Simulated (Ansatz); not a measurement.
# BSiH4 (SMILES B[SiH2]): UCCSDT/STO-3G

What is the energy change on altering one bond length of BSiH4 at UCCSDT/STO-3G? 

The calculation is run with Ansatz 0.2.0.

43 further runs of the same task are left out: 43 set aside as unsound or not needed.

### 1 The molecule

The species is BSiH4 (6 atoms), meant as a doublet with charge 0. As SMILES, `B[SiH2]`. The coordinates come from a GFN2-xTB relaxation.

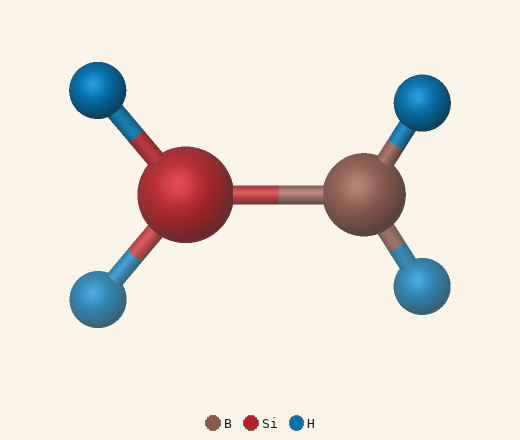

The structure, seen from a chosen angle (boron brown, silicon red, hydrogen blue).

### 2 The energy at UCCSDT/STO-3G

Contents of run.yaml:

```yaml
crystal:
  periodic: [false, false, false]
  atoms:
    - {symbol: B, position_ang: [-0.003690, -1.037180, 0.114670]}
    - {symbol: Si, position_ang: [0.004430, 0.829590, -0.091960]}
    - {symbol: H, position_ang: [-0.730970, -1.564260, 0.876300]}
    - {symbol: H, position_ang: [0.717450, -1.725110, -0.512520]}
    - {symbol: H, position_ang: [0.828120, 1.658960, -0.988060]}
    - {symbol: H, position_ang: [-0.815330, 1.838000, 0.601560]}
basis:
  gaussian: {orbitals: STO-3G}
magnetization: {spin_polarized: true, initial_magnetization: 1}
correlation: {method: ccsdt, frozen_orbitals: {B: 1, H: 0, Si: 5}}
accuracy: high
scf: {omitted_lower_state_checks: [cluster_reference, increment]}
```

Started as:

```console
$ ansatz run run.yaml --threads 1 --pin off --max-ram 2610MiB --events-out events.jsonl --progress --plain --runs-dir runs
```

Log (excerpt; [...] marks lines left out):

```text
Warning: RAYON_NUM_THREADS=1 ignored (pool sized by the plan → 1); use --threads N
Functional definition: HF
  name "HF"
[...]
310 factors; integrals over basis functions are off by at most 2.6e-8 eV
[...]
mean field -8495.75177094 eV, -312.2131189545 hartree, gradient 3.0e-8 eV, S^2 0.759245; 0 other end points of the search recorded, 0 dependent functions left out
6 core orbitals not correlated: weight in the atoms' cores, before any rotation towards them, 0.999 or more for the frozen orbitals, at most 0.000 for the correlated occupied ones
reference -8495.75177094 eV, -312.2131189545 hartree; 6, 5 occupied and 6, 7 virtual orbitals, 310 factors
second order -1.88947479 eV of doubles, -0.00000000 eV of singles
cycle   1  -2.42129761 eV  change   -5.3e-1 eV  update   6.6e-2
[...]
cycle  23  -2.77717423 eV  change  -3.1e-11 eV  update   1.2e-9
Total energy: -8498.52894517 eV, -312.3151782251 hartree
Checks for a lower state left out: cluster_reference, increment
```

Wall time 1.2 s (1 thread of Intel Xeon Platinum 8259CL at 2.50GHz (Skylake/Cascade Lake), shared host).

### 3 The distorted shape

Contents of job.yaml:

```yaml
basis:
  gaussian: {orbitals: STO-3G}
crystal:
  periodic: [false, false, false]
  atoms:
    - {symbol: B, position_ang: [0.178101, -0.905431, -0.075707]}
    - {symbol: Si, position_ang: [0.186221, 0.961339, -0.282337]}
    - {symbol: H, position_ang: [-0.730970, -1.564260, 0.876300]}
    - {symbol: H, position_ang: [0.899241, -1.593361, -0.702897]}
    - {symbol: H, position_ang: [1.009911, 1.790709, -1.178437]}
    - {symbol: H, position_ang: [-0.633539, 1.969749, 0.411183]}
scf: {omitted_lower_state_checks: [cluster_reference, increment]}
correlation: {method: ccsdt, frozen_orbitals: {B: 1, H: 0, Si: 5}}
accuracy: high
magnetization: {spin_polarized: true, initial_magnetization: 1}
```

Started as:

```console
$ ansatz run job.yaml --threads 1 --pin off --max-ram 2610MiB --events-out events.jsonl --progress --plain --runs-dir runs
```

Log (excerpt; [...] marks lines left out):

```text
Warning: RAYON_NUM_THREADS=1 ignored (pool sized by the plan → 1); use --threads N
[... 2 set-up lines as earlier in the session ...]
[...]
309 factors; integrals over basis functions are off by at most 2.6e-8 eV
[...]
mean field -8494.57429057 eV, -312.1698473491 hartree, gradient 2.7e-8 eV, S^2 0.760003; 0 other end points of the search recorded, 0 dependent functions left out
6 core orbitals not correlated: weight in the atoms' cores, before any rotation towards them, 0.999 or more for the frozen orbitals, at most 0.000 for the correlated occupied ones
reference -8494.57429057 eV, -312.1698473491 hartree; 6, 5 occupied and 6, 7 virtual orbitals, 309 factors
second order -2.08555115 eV of doubles, -0.00000000 eV of singles
cycle   1  -2.68099842 eV  change   -6.0e-1 eV  update   7.2e-2
[...]
cycle  26  -3.09944693 eV  change  -2.0e-10 eV  update  7.6e-10
Total energy: -8497.67373750 eV, -312.2837499229 hartree
Checks for a lower state left out: cluster_reference, increment
```

Wall time 1.5 s (1 thread of Intel Xeon Platinum 8259CL at 2.50GHz (Skylake/Cascade Lake), shared host).

### 4 Outcome

Level: UCCSDT/STO-3G, 6 core orbitals frozen.

```
                                                         quantity          value
                                        first shape: total energy  -312.31518 Eh
         first shape: correlation energy (6 core orbitals frozen)     -102.1 mEh
                   first shape: ⟨S²⟩ of the reference determinant          0.759
                                       first shape: T1 diagnostic          0.017
                                    distorted shape: total energy  -312.28375 Eh
     distorted shape: correlation energy (6 core orbitals frozen)     -113.9 mEh
               distorted shape: ⟨S²⟩ of the reference determinant          0.760
                                   distorted shape: T1 diagnostic          0.017
energy change with the B1–H3 bond stretched from 1.178 to 1.472 Å       0.855 eV
```

In words: With the B1–H3 bond stretched from 1.178 to 1.472 Å the energy rises by 0.86 eV (82.5 kJ/mol). The first shape isn't relaxed at this level, so the change isn't measured from a minimum. The minimal basis adds a large error of its own.
